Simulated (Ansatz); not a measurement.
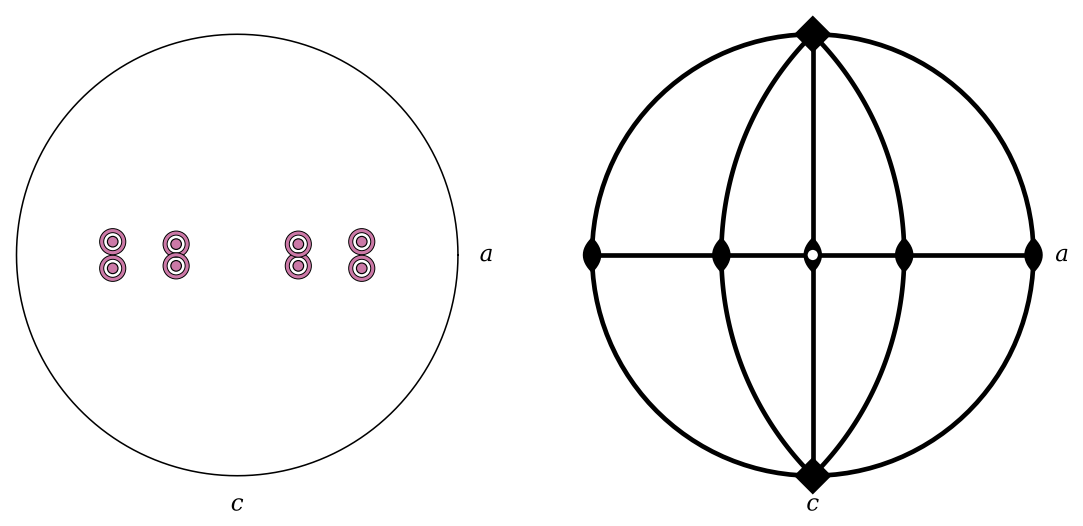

Stereographic projection: filled dots lie in the upper hemisphere, open rings in the lower; heavy lines are mirror planes (a heavy rim: a mirror in the plane of the page); lens, triangle, square and hexagon are 2-, 3-, 4- and 6-fold axes, a lens in an open square is −4, a triangle in an open hexagon −6; thin dashed diameters join the ends of axes that lie in the page; a small open circle marks inversion. The b axis points at the viewer. Left: one general form; right: the symmetry elements. Computed from the symmetry operations of a computed or model structure of composition TiO2, which need not be its known form.

Q: Name the crystal class.

A: 4/mmm (D4h), order 16, tetragonal system: one fourfold axis, four twofold axes, five mirror planes, an inversion centre.

Q: Can such a crystal be piezoelectric, pyroelectric or chiral?

A: It is centrosymmetric, so neither piezoelectric nor pyroelectric; it is not chiral.
